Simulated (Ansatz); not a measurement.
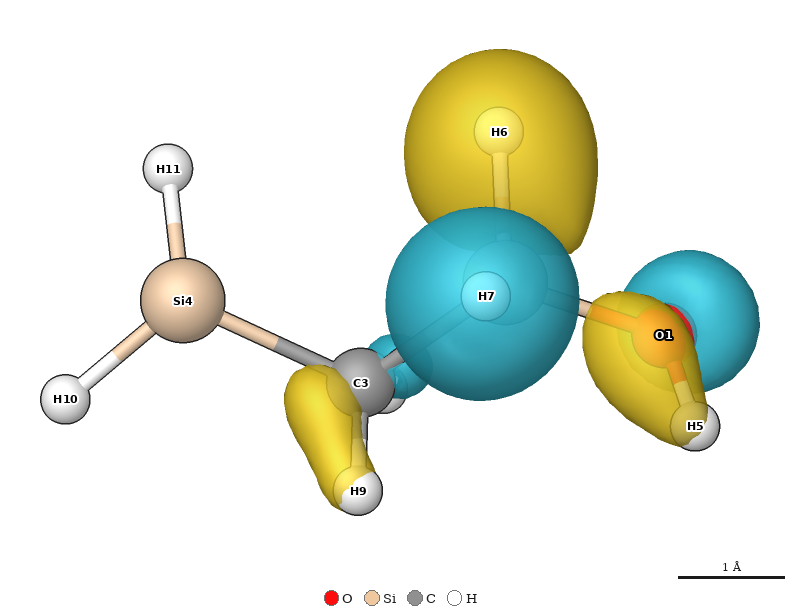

*CH7OSi2 (SMILES O[SiH2]C[SiH2]) (doublet). The HOMO−1 (β) at ±0.15 Å⁻³ᐟ² (yellow and cyan are the two phases), seen at a tilt.*

Geometry: PBE0-D4/def2-TZVP.

Level of theory: UKS PBE0-D4/def2-TZVPP (Ansatz 0.2.0).

| atom | x (Å) | y (Å) | z (Å) |
| --- | --- | --- | --- |
| O | -1.1787 | 2.1960 | 0.4236 |
| Si | 0.1094 | 1.1698 | 0.3274 |
| C | -0.3410 | -0.5087 | -0.3532 |
| Si | 1.0357 | -1.7686 | -0.1537 |
| H | -1.5511 | 2.5261 | -0.3945 |
| H | 0.5995 | 1.0366 | 1.7203 |
| H | 1.1793 | 1.7467 | -0.5342 |
| H | -1.2359 | -0.8807 | 0.1604 |
| H | -0.5787 | -0.4209 | -1.4184 |
| H | 0.8459 | -2.9629 | -1.0237 |
| H | 1.1811 | -2.1904 | 1.2666 |

> What is the character of this orbital?

Its weight (Hirshfeld) is mainly on Si2 (about 30 %), H7 (about 20 %), H6 (about 20 %) and O1 (about 20 %). Its energy is −9.08 eV.
